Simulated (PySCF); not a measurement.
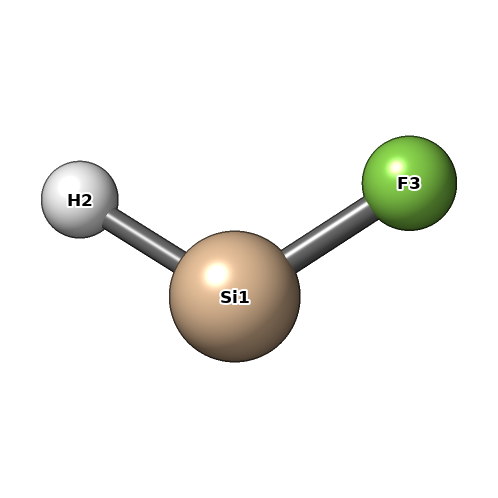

The thickness of each stick grows with its Mayer bond order. Charge 0, triplet. The computed structure is the end point of a PBE0/def2-TZVP optimisation. Computed with PBE0/def2-TZVP (PySCF 2.14.0).

List the Mayer bond orders of Si1–H2, Si1–F3.

| bond | Mayer order | length (Å) |
| --- | --- | --- |
| Si1–H2 | 0.92 | 1.493 |
| Si1–F3 | 1.10 | 1.606 |

This isn't the lowest structure that the search found: a singlet minimum of Cs symmetry lies 138 kJ/mol lower at the level of the geometry.
